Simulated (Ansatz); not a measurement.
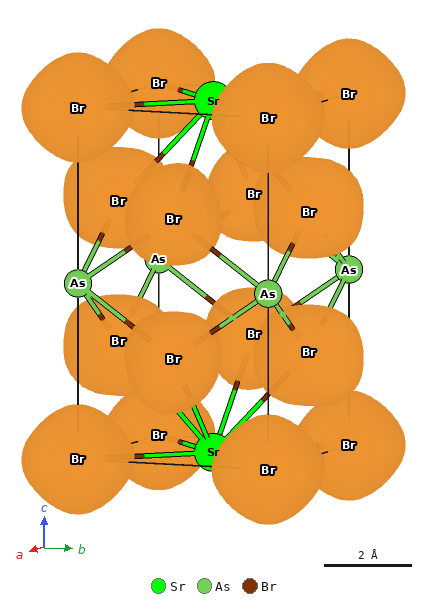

SrAsBr5. Isosurface of the ELF at 0.75 (orange), seen slightly off an axis. Core shells and regions of very low density are left out. Sticks mark near contacts.

Space group P4/mmm; a structure from a database of computed crystals, not necessarily the ambient phase; started from the MgPPd5-123 prototype, which need not be the ambient phase.

Computed with DFT, r2SCAN+rVV10, plane waves, PAW (Ansatz).

**Where are the electrons localised?**

The surface consists of five regions wrapped around Br (the valence shell of each), counted in one cell of 7 atoms. Any copies at cell faces, edges or corners count once. Along the contacts the grid gives the following. As–Br (2.90 Å): the ELF is about 0.45 at the midpoint. Sr–Br (3.38 Å): the ELF is about 0.15 at the midpoint (a largely ionic contact).
